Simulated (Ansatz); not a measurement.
**GaH2+ (triplet): one geometry, many settings at distance Ga1–H2 = 1.768 Å**

What do other methods and options give for GaH2+ (triplet) at this geometry, and how long do they take?

Method: the settings change from run to run; program: Ansatz 0.2.0, Gaussian basis.

24 further runs of the same task are left out: 3 for a known fault of the program, 16 that didn't finish, 5 set aside as unsound or not needed.

### Step 1. The geometry

The geometry derives from a PBE0/def2-TZVP stationary point (not a proven minimum). One bond is set to the value named and the two fragments are kept rigid. No spin-orbit coupling is included. The filled d shell of Ga may be among the frozen orbitals whatever the setting's name suggests; the logs give the count.

3 atoms, charge 1, spin multiplicity 3.

Atoms are counted from 1 here; the program's logs count them from 0.

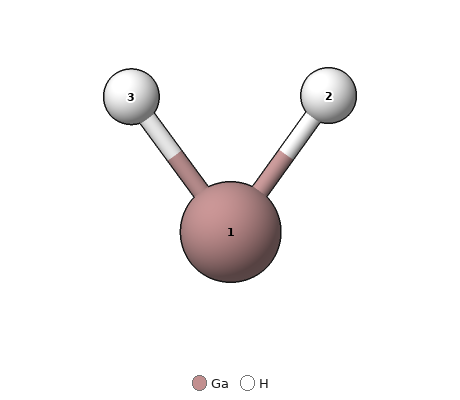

The geometry (gallium pink, hydrogen white); atoms are numbered from 1 in the order of the file.

### Step 2. CCSD(T) on ROHF/6-31G

Contents of in.yaml:

```yaml
crystal:
  periodic: [false, false, false]
  atoms:
    - {symbol: Ga, position_ang: [0.000000, 0.000000, -0.040218]}
    - {symbol: H, position_ang: [0.000000, 1.038252, 1.391008]}
    - {symbol: H, position_ang: [0.000000, -1.038252, 1.391008]}
basis:
  gaussian: {orbitals: 6-31G}
total_charge: 1
magnetization: {spin_polarized: false, initial_magnetization: 2}
correlation: {method: ccsd_t, electrons: outside_noble_gas}
scf: {omitted_lower_state_checks: [cluster_reference]}
```

The run is started by

```sh
> ansatz run in.yaml --threads 1 --pin off --events-out ev --progress --plain --max-ram 2393MiB
```

Standard output, shortened:

```text
Functional definition: HF
  name "HF"
  cite "Fock, Z. Phys. 61, 126 (1930) doi:10.1007/BF01340294"
  parent pbe
[...]
316 factors; integrals over basis functions are off by at most 3.5e-4 eV
[...]
mean field -52345.92851310 eV, -1923.6773915118 hartree, gradient 4.9e-6 eV, S^2 2.000000; 2 other end points of the search recorded, 0 dependent functions left out
14 core orbitals not correlated: weight in the atoms' cores, before any rotation towards them, 0.997 or more for the frozen orbitals, at most 0.003 for the correlated occupied ones
reference -52345.92851310 eV, -1923.6773915118 hartree; 3, 1 occupied and 16, 18 virtual orbitals, 316 factors
second order -0.69793668 eV of doubles, -0.20874884 eV of singles
cycle   1  -1.16080740 eV  change   -2.5e-1 eV  update   5.4e-2
[...]
cycle  11  -1.32244723 eV  change   -9.4e-8 eV  update   6.6e-7
perturbative correction -0.01164528 eV, -0.0004279560 hartree
Total energy: -52347.26260561 eV, -1923.7264185073 hartree
Checks for a lower state left out: cluster_reference
```

Run time: 0.72 s. Hardware: 1 thread of Intel Xeon Platinum 8259CL at 2.50GHz, shared host.

From the report: correlation -1.3341 eV; T1 0.039; largest double amplitude 0.11.

### Step 3. CASCI(4,4)/6-31G*

Contents of in.yaml:

```yaml
crystal:
  periodic: [false, false, false]
  atoms:
    - {symbol: Ga, position_ang: [0.000000, 0.000000, -0.040218]}
    - {symbol: H, position_ang: [0.000000, 1.038252, 1.391008]}
    - {symbol: H, position_ang: [0.000000, -1.038252, 1.391008]}
basis:
  gaussian: {orbitals: "6-31G*"}
total_charge: 1
magnetization: {spin_polarized: false, initial_magnetization: 2}
correlation: {active_space: {window: {electrons: 4, orbitals: 4}, fixed_orbitals: true}}
output: {forces: true}
```

Same command.

Standard output, shortened:

```text
Functional definition: HF
  name "HF"
  cite "Fock, Z. Phys. 61, 126 (1930) doi:10.1007/BF01340294"
  parent pbe
[...]
375 factors; integrals over basis functions are off by at most 3.5e-4 eV
[...]
mean field -52347.26883656 eV, -1923.7266474904 hartree, gradient 5.9e-6 eV, S^2 2.000000; 2 other end points of the search recorded, 0 dependent functions left out
reference -52347.26883656 eV, -1923.7266474904 hartree; 17, 15 occupied and 22, 24 virtual orbitals, 375 factors
state -52347.34555770 eV, -1923.7294669401 hartree
[...]
Total energy: -52347.34555770 eV, -1923.7294669401 hartree
Atom 0 at     0.000000     0.000000    -0.040218 Å, force    -0.000000     0.000000    -0.219756 eV/Å
Atom 1 at     0.000000     1.038252     1.391008 Å, force     0.000000     0.002403     0.109878 eV/Å
Atom 2 at     0.000000    -1.038252     1.391008 Å, force     0.000000    -0.002403     0.109878 eV/Å
Dipole moment:    -0.000000    -0.000000     0.147229 e Å
```

Run time: 0.99 s. Hardware: 1 thread of Intel Xeon Platinum 8259CL at 2.50GHz, shared host.

From the report: 8 determinants; active occupations 1.99, 1.00, 1.00, 0.01.

### Step 4. MRCISD+Q(relaxed)(12,7)/cc-pVDZ

Contents of in.yaml:

```yaml
crystal:
  periodic: [false, false, false]
  atoms:
    - {symbol: Ga, position_ang: [0.000000, 0.000000, -0.040218]}
    - {symbol: H, position_ang: [0.000000, 1.038252, 1.391008]}
    - {symbol: H, position_ang: [0.000000, -1.038252, 1.391008]}
basis:
  gaussian: {orbitals: cc-pVDZ}
total_charge: 1
magnetization: {spin_polarized: false, initial_magnetization: 2}
correlation: {method: fic_mrcisd_q_relaxed, electrons: valence, active_space: {window: {electrons: 12, orbitals: 7}}}
```

Same command.

Standard output, shortened:

```text
Functional definition: HF
  name "HF"
  cite "Fock, Z. Phys. 61, 126 (1930) doi:10.1007/BF01340294"
  parent pbe
[...]
408 factors; integrals over basis functions are off by at most 1.1e-3 eV
[...]
mean field -52354.12045874 eV, -1923.9784399612 hartree, gradient 1.5e-6 eV, S^2 2.000000; 2 other end points of the search recorded, 0 dependent functions left out
reference -52354.12045874 eV, -1923.9784399612 hartree; 17, 15 occupied and 20, 22 virtual orbitals, 408 factors
state -52354.12127247 eV, -1923.9784698654 hartree
contracted CI cycle   1: correlation 0.00000000 eV, 0.0000000000 hartree, residual 1.00e1 eV
contracted CI cycle   2: correlation -1.96083687 eV, -0.0720594259 hartree, residual 2.45e0 eV
contracted CI cycle   3: correlation -2.08975163 eV, -0.0767969559 hartree, residual 6.83e-1 eV
contracted CI cycle   4: correlation -2.10024901 eV, -0.0771827276 hartree, residual 2.41e-1 eV
contracted CI cycle   5: correlation -2.10161878 eV, -0.0772330656 hartree, residual 9.58e-2 eV
contracted CI cycle   6: correlation -2.10183120 eV, -0.0772408719 hartree, residual 4.33e-2 eV
contracted CI cycle   7: correlation -2.10187517 eV, -0.0772424877 hartree, residual 1.73e-2 eV
contracted CI cycle   8: correlation -2.10188174 eV, -0.0772427291 hartree, residual 7.26e-3 eV
contracted CI cycle   9: correlation -2.10188276 eV, -0.0772427668 hartree, residual 2.79e-3 eV
contracted CI cycle  10: correlation -2.10188292 eV, -0.0772427728 hartree, residual 1.18e-3 eV
state -52354.12127247 eV, -1923.9784698654 hartree; corrected -52356.36371328 eV, -1924.0608780452 hartree
WARN: 5 active orbitals are nearly empty or full. The corrections depend on them more than the energy does, and are more stable in an active space without them
Total energy: -52356.36371328 eV, -1924.0608780452 hartree
```

Run time: 2.6 s. Hardware: 1 thread of Intel Xeon Platinum 8259CL at 2.50GHz, shared host.

From the report: 14 determinants; active occupations 2.00, 2.00, 2.00, 2.00, 2.00, 1.00, 1.00. The report marks this result as in doubt.

### Step 5. MRCISD+Q(relaxed)(2,6)/def2-mTZVP

Contents of in.yaml:

```yaml
crystal:
  periodic: [false, false, false]
  atoms:
    - {symbol: Ga, position_ang: [0.000000, 0.000000, -0.040218]}
    - {symbol: H, position_ang: [0.000000, 1.038252, 1.391008]}
    - {symbol: H, position_ang: [0.000000, -1.038252, 1.391008]}
basis:
  gaussian: {orbitals: def2-mTZVP}
total_charge: 1
magnetization: {spin_polarized: false, initial_magnetization: 2}
correlation: {method: fic_mrcisd_q_relaxed, electrons: outside_noble_gas, active_space: {window: {electrons: 2, orbitals: 6}}}
```

Launched as before.

Standard output, shortened:

```text
Functional definition: HF
  name "HF"
  cite "Fock, Z. Phys. 61, 126 (1930) doi:10.1007/BF01340294"
  parent pbe
[...]
403 factors; integrals over basis functions are off by at most 3.2e-4 eV
[...]
mean field -52354.90555089 eV, -1924.0072915656 hartree, gradient 1.8e-6 eV, S^2 2.000000; 2 other end points of the search recorded, 0 dependent functions left out
reference -52354.90555089 eV, -1924.0072915656 hartree; 17, 15 occupied and 25, 27 virtual orbitals, 403 factors
state -52354.93983112 eV, -1924.0085513410 hartree
contracted CI cycle   1: correlation 0.00000000 eV, 0.0000000000 hartree, residual 7.23e0 eV
contracted CI cycle   2: correlation -1.39371501 eV, -0.0512180820 hartree, residual 2.28e0 eV
contracted CI cycle   3: correlation -1.49744003 eV, -0.0550299060 hartree, residual 6.86e-1 eV
contracted CI cycle   4: correlation -1.50823477 eV, -0.0554266055 hartree, residual 2.59e-1 eV
contracted CI cycle   5: correlation -1.50979481 eV, -0.0554839359 hartree, residual 9.86e-2 eV
contracted CI cycle   6: correlation -1.51003741 eV, -0.0554928512 hartree, residual 4.42e-2 eV
contracted CI cycle   7: correlation -1.51007722 eV, -0.0554943142 hartree, residual 1.45e-2 eV
contracted CI cycle   8: correlation -1.51008183 eV, -0.0554944836 hartree, residual 4.87e-3 eV
contracted CI cycle   9: correlation -1.51008231 eV, -0.0554945014 hartree, residual 1.68e-3 eV
contracted CI cycle  10: correlation -1.51008238 eV, -0.0554945037 hartree, residual 6.26e-4 eV
state -52354.93983112 eV, -1924.0085513410 hartree; corrected -52356.54631920 eV, -1924.0675886888 hartree
Total energy: -52356.54631920 eV, -1924.0675886888 hartree
```

It took 4.4 s on 1 thread of Intel Xeon Platinum 8259CL at 2.50GHz, shared host.

From the report: 18 determinants; active occupations 1.00, 1.00, 0.00, 0.00, 0.00, 0.00.

### Step 6. CCSD(T)/6-31G

Contents of in.yaml:

```yaml
crystal:
  periodic: [false, false, false]
  atoms:
    - {symbol: Ga, position_ang: [0.000000, 0.000000, -0.040218]}
    - {symbol: H, position_ang: [0.000000, 1.038252, 1.391008]}
    - {symbol: H, position_ang: [0.000000, -1.038252, 1.391008]}
basis:
  gaussian: {orbitals: 6-31G}
total_charge: 1
magnetization: {spin_polarized: true, initial_magnetization: 2}
hamiltonian: {xc: {name: r2SCAN}}
correlation: {method: ccsd_t, electrons: outside_noble_gas}
scf: {lower_state_search: off}
```

The command is unchanged.

Standard output, shortened:

```text
Functional definition: r2SCAN
  name "r2SCAN"
  cite "Furness, Kaplan, Ning, Perdew & Sun, J. Phys. Chem. Lett. 11, 8208 (2020) doi:10.1021/acs.jpclett.0c02405"
  cite "Furness, Kaplan, Ning, Perdew & Sun, J. Phys. Chem. Lett. 11, 9248 (2020) doi:10.1021/acs.jpclett.0c03077"
  parent r2scan
[...]
316 factors; integrals over basis functions are off by at most 3.5e-4 eV
[...]
mean field -52388.66311694 eV, -1925.2478592364 hartree, gradient 6.3e-6 eV, S^2 2.018994; 0 other end points of the search recorded, 0 dependent functions left out
14 core orbitals not correlated: weight in the atoms' cores, before any rotation towards them, 0.995 or more for the frozen orbitals, at most 0.002 for the correlated occupied ones
reference -52346.06591017 eV, -1923.6824407609 hartree; 3, 1 occupied and 16, 18 virtual orbitals, 316 factors
second order -0.62576373 eV of doubles, -0.10982622 eV of singles
cycle   1  -0.94294978 eV  change   -2.1e-1 eV  update   5.1e-2
[...]
cycle  10  -1.10347521 eV  change    3.9e-6 eV  update   1.1e-6
perturbative correction -0.00925871 eV, -0.0003402512 hartree
Total energy: -52347.17864408 eV, -1923.7233329780 hartree
Checks for a lower state left out: stability, starts, cluster_reference, orbital_swaps, neighbouring_geometries, increment
```

Wall time 1.4 s (1 thread of Intel Xeon Platinum 8259CL at 2.50GHz, shared host).

From the report: ⟨S²⟩ of the determinant 2.019 (pure triplet: 2.00); correlation -1.1127 eV; T1 0.021; largest double amplitude 0.10. The orbitals are Kohn-Sham ones, so correlation energy and T1 don't compare with those on Hartree-Fock orbitals.

### Step 7. NEVPT2(4,5)/6-31G*

Contents of in.yaml:

```yaml
crystal:
  periodic: [false, false, false]
  atoms:
    - {symbol: Ga, position_ang: [0.000000, 0.000000, -0.040218]}
    - {symbol: H, position_ang: [0.000000, 1.038252, 1.391008]}
    - {symbol: H, position_ang: [0.000000, -1.038252, 1.391008]}
basis:
  gaussian: {orbitals: "6-31G*"}
total_charge: 1
magnetization: {spin_polarized: false, initial_magnetization: 2}
correlation: {method: sc_nevpt2, electrons: outside_noble_gas, active_space: {window: {electrons: 4, orbitals: 5}, states: [{multiplicity: 3, weights: [0.5, 0.5, 0.5]}]}}
output: {forces: true}
```

The command is unchanged.

Standard output, shortened:

```text
Functional definition: HF
  name "HF"
  cite "Fock, Z. Phys. 61, 126 (1930) doi:10.1007/BF01340294"
  parent pbe
[...]
625 factors; integrals over basis functions are off by at most 1.5e-7 eV
[...]
mean field -52347.26892034 eV, -1923.7266505691 hartree, gradient 5.3e-6 eV, S^2 2.000000; 2 other end points of the search recorded, 0 dependent functions left out
reference -52347.26892034 eV, -1923.7266505691 hartree; 17, 15 occupied and 22, 24 virtual orbitals, 625 factors
state -52347.99124118 eV, -1923.7531953703 hartree
state -52344.35294557 eV, -1923.6194904730 hartree
state -52343.35915503 eV, -1923.5829693441 hartree
state -52347.99124118 eV, -1923.7531953703 hartree; corrected -52348.47664771 eV, -1923.7710337316 hartree
state -52344.35294557 eV, -1923.6194904730 hartree; corrected -52344.79558092 eV, -1923.6357570219 hartree
state -52343.35915503 eV, -1923.5829693441 hartree; corrected -52343.67682406 eV, -1923.5946434657 hartree
[...]
state -52343.58787427 eV, -1923.5913746212 hartree; corrected -52344.05029079 eV, -1923.6083681151 hartree
state -52347.75495256 eV, -1923.7445119239 hartree; corrected -52348.45954314 eV, -1923.7704051502 hartree
state -52344.29406858 eV, -1923.6173267834 hartree; corrected -52344.81163516 eV, -1923.6363470046 hartree
state -52343.58787427 eV, -1923.5913746212 hartree; corrected -52344.05029079 eV, -1923.6083681151 hartree
[...]
WARN: the results are in doubt because another end's mean lies 0.022 eV lower, and its corrected mean 0.124 eV higher
Total energy: -52345.77382303 eV, -1923.6717067566 hartree
Atom 0 at     0.000000     0.000000    -0.040218 Å, force    -0.000000    -0.000000     0.248840 eV/Å
Atom 1 at     0.000000     1.038252     1.391008 Å, force     0.000000     0.962240    -0.124420 eV/Å
Atom 2 at     0.000000    -1.038252     1.391008 Å, force     0.000000    -0.962240    -0.124420 eV/Å
Dipole moment:    -0.000525     0.000000     0.071355 e Å
In doubt: another end's mean lies 0.022 eV lower, and its corrected mean 0.124 eV higher
```

It took 4.1 s on 1 thread of Intel Xeon Platinum 8259CL at 2.50GHz, shared host.

From the report: 48 determinants; active occupations (of the averaged states) 1.71, 1.15, 0.61, 0.36, 0.16. The program marks this result as in doubt; its last lines say why.

### Step 8. MP2 on UHF/def2-mTZVP

Contents of in.yaml:

```yaml
crystal:
  periodic: [false, false, false]
  atoms:
    - {symbol: Ga, position_ang: [0.000000, 0.000000, -0.040218]}
    - {symbol: H, position_ang: [0.000000, 1.038252, 1.391008]}
    - {symbol: H, position_ang: [0.000000, -1.038252, 1.391008]}
basis:
  gaussian: {orbitals: def2-mTZVP}
total_charge: 1
magnetization: {spin_polarized: true, initial_magnetization: 2}
correlation: {method: mp2, electrons: outside_noble_gas}
output: {forces: true}
```

Same command.

Standard output, shortened:

```text
Functional definition: HF
  name "HF"
  cite "Fock, Z. Phys. 61, 126 (1930) doi:10.1007/BF01340294"
  parent pbe
[...]
403 factors; integrals over basis functions are off by at most 3.2e-4 eV
[...]
mean field -52355.29284908 eV, -1924.0215245115 hartree, gradient 4.9e-6 eV, S^2 2.052011; 0 other end points of the search recorded, 0 dependent functions left out
14 core orbitals not correlated: weight in the atoms' cores, before any rotation towards them, 0.999 or more for the frozen orbitals, at most 0.001 for the correlated occupied ones
reference -52355.29284908 eV, -1924.0215245115 hartree; 3, 1 occupied and 25, 27 virtual orbitals, 403 factors
second order -0.74328485 eV of doubles, -0.00000000 eV of singles
[...]
Total energy: -52356.03613392 eV, -1924.0488397258 hartree
Atom 0 at     0.000000     0.000000    -0.040218 Å, force     0.000000    -0.000000    -0.170555 eV/Å
Atom 1 at     0.000000     1.038252     1.391008 Å, force    -0.000000     0.114715     0.085278 eV/Å
Atom 2 at     0.000000    -1.038252     1.391008 Å, force    -0.000000    -0.114715     0.085278 eV/Å
Dipole moment:    -0.000000    -0.000000     0.134301 e Å
```

Wall time 0.78 s (1 thread of Intel Xeon Platinum 8259CL at 2.50GHz, shared host).

From the report: ⟨S²⟩ of the determinant 2.052 (pure triplet: 2.00).

### Step 9. CISD/cc-pVTZ

Contents of in.yaml:

```yaml
crystal:
  periodic: [false, false, false]
  atoms:
    - {symbol: Ga, position_ang: [0.000000, 0.000000, -0.040218]}
    - {symbol: H, position_ang: [0.000000, 1.038252, 1.391008]}
    - {symbol: H, position_ang: [0.000000, -1.038252, 1.391008]}
basis:
  gaussian: {orbitals: cc-pVTZ}
total_charge: 1
magnetization: {spin_polarized: false, initial_magnetization: 2}
correlation: {active_space: {ras: {orbitals: [1, 2, 54], electrons: 4, max_holes: 2, max_particles: 2}, fixed_orbitals: true}}
scf: {lower_state_search: off}
output: {forces: true}
```

Launched as before.

Standard output, shortened:

```text
Functional definition: HF
  name "HF"
  cite "Fock, Z. Phys. 61, 126 (1930) doi:10.1007/BF01340294"
  parent pbe
[...]
438 factors; integrals over basis functions are off by at most 7.8e-4 eV
[...]
mean field -52356.08614851 eV, -1924.0506777281 hartree, gradient 1.7e-6 eV, S^2 2.000000; 0 other end points of the search recorded, 0 dependent functions left out
reference -52356.08614851 eV, -1924.0506777281 hartree; 17, 15 occupied and 54, 56 virtual orbitals, 438 factors
state -52357.93984229 eV, -1924.1187997178 hartree
[...]
Total energy: -52357.93984229 eV, -1924.1187997178 hartree
Atom 0 at     0.000000     0.000000    -0.040218 Å, force     0.000000    -0.000000    -0.186334 eV/Å
Atom 1 at     0.000000     1.038252     1.391008 Å, force    -0.000000    -0.015042     0.093167 eV/Å
Atom 2 at     0.000000    -1.038252     1.391008 Å, force    -0.000000     0.015042     0.093167 eV/Å
Dipole moment:    -0.000000     0.000000     0.141231 e Å
Checks for a lower state left out: starts, cluster_reference, orbital_swaps, neighbouring_geometries, increment
```

Run time: 6.5 s. Hardware: 1 thread of Intel Xeon Platinum 8259CL at 2.50GHz, shared host; peak memory 0.37 GiB.

From the report: 9,944 determinants.

### Step 10. MRCISD+Q(2,8)/cc-pVDZ

Contents of in.yaml:

```yaml
crystal:
  periodic: [false, false, false]
  atoms:
    - {symbol: Ga, position_ang: [0.000000, 0.000000, -0.040218]}
    - {symbol: H, position_ang: [0.000000, 1.038252, 1.391008]}
    - {symbol: H, position_ang: [0.000000, -1.038252, 1.391008]}
basis:
  gaussian: {orbitals: cc-pVDZ}
total_charge: 1
magnetization: {spin_polarized: false, initial_magnetization: 2}
correlation: {method: fic_mrcisd_q, electrons: outside_noble_gas, active_space: {window: {electrons: 2, orbitals: 8}, states: [{multiplicity: 3, weights: [1, 0.5, 1, 1]}], root: 1}}
scf: {lower_state_search: full}
```

The command is unchanged.

Standard output, shortened:

```text
Functional definition: HF
  name "HF"
  cite "Fock, Z. Phys. 61, 126 (1930) doi:10.1007/BF01340294"
  parent pbe
[...]
719 factors; integrals over basis functions are off by at most 1.2e-7 eV
[...]
mean field -52354.12053915 eV, -1923.9784429163 hartree, gradient 2.2e-6 eV, S^2 2.000000; 6 other end points of the search recorded, 0 dependent functions left out
reference -52354.12053915 eV, -1923.9784429163 hartree; 17, 15 occupied and 20, 22 virtual orbitals, 719 factors
state -52354.10636589 eV, -1923.9779220585 hartree
state -52350.01490299 eV, -1923.8275635703 hartree
state -52347.91373655 eV, -1923.7503471280 hartree
state -52347.47335396 eV, -1923.7341633660 hartree
contracted CI cycle   1: correlation 0.00000000 eV, 0.0000000000 hartree, residual 7.94e0 eV
contracted CI cycle   2: correlation -1.55909807 eV, -0.0572957973 hartree, residual 2.02e0 eV
[...]
contracted CI cycle  18: correlation -0.86316295 eV, -0.0317206533 hartree, residual 1.41e-3 eV
contracted CI cycle  19: correlation -0.86316306 eV, -0.0317206573 hartree, residual 1.96e-3 eV
contracted CI cycle  20: correlation -0.86316300 eV, -0.0317206552 hartree, residual 8.02e-4 eV
contracted CI cycle  21: correlation -0.86316302 eV, -0.0317206558 hartree, residual 2.42e-4 eV
contracted CI cycle  22: correlation -0.86316302 eV, -0.0317206559 hartree, residual 8.23e-5 eV
contracted CI cycle  23: correlation -0.86316302 eV, -0.0317206559 hartree, residual 1.07e-4 eV
contracted CI cycle  24: correlation -0.86316302 eV, -0.0317206559 hartree, residual 3.72e-5 eV
contracted CI cycle  25: correlation -0.86316302 eV, -0.0317206559 hartree, residual 1.18e-5 eV
contracted CI cycle  26: correlation -0.86316302 eV, -0.0317206559 hartree, residual 3.56e-6 eV
state -52347.47335396 eV, -1923.7341633660 hartree; corrected -52349.08722549 eV, -1923.7934720510 hartree
Total energy: -52352.21244109 eV, -1923.9083216060 hartree
```

Run time: 9 s. Hardware: 1 thread of Intel Xeon Platinum 8259CL at 2.50GHz, shared host.

From the report: 16 determinants; active occupations (of the averaged states) 0.71, 0.57, 0.43, 0.29, 0.00, 0.00, 0.00, 0.00.

### Step 11. All runs side by side

Where basis and cores are those of an earlier FCI/cc-pVTZ run (-52357.9801 eV), and the state is the same kind, the miss against it is given. † marks a result that the program doubts.

| level | correlated | functions | energy (eV) | from FCI (meV) | time |
| --- | --- | --- | --- | --- | --- |
| CCSD(T) on ROHF/6-31G | outside noble gas | 33 | -52347.2626 |  | 0.72 s |
| CASCI(4,4)/6-31G* |  | 39 | -52347.3456 |  | 0.99 s |
| MRCISD+Q(relaxed)(12,7)/cc-pVDZ † | valence | 37 | -52356.3637 |  | 2.6 s |
| MRCISD+Q(relaxed)(2,6)/def2-mTZVP | outside noble gas | 42 | -52356.5463 |  | 4.4 s |
| CCSD(T)/6-31G (on r2SCAN orbitals) | outside noble gas | 33 | -52347.1786 |  | 1.4 s |
| NEVPT2(4,5)/6-31G* (mean of several states) † | outside noble gas | 39 | -52345.7738 |  | 4.1 s |
| MP2 on UHF/def2-mTZVP | outside noble gas | 42 | -52356.0361 |  | 0.78 s |
| CISD/cc-pVTZ | outside noble gas | 71 | -52357.9398 | 40.2 | 6.5 s |
| MRCISD+Q(2,8)/cc-pVDZ (excited root 1 of an average) | outside noble gas | 37 | -52352.2124 |  | 9 s |

### Step 12. Outcome

| quantity | value |
| --- | --- |
| runs | 9 |
| quickest | CCSD(T) on ROHF/6-31G, 0.72 s |
| slowest | MRCISD+Q(2,8)/cc-pVDZ (excited root 1 of an average), 9 s |

Total energies in different bases, with other cores or another treatment of relativity can't be set against each other. MRCISD+Q(2,8)/cc-pVDZ (excited root 1 of an average) took 13 times as long as CCSD(T) on ROHF/6-31G; the jobs differ in more than the method.
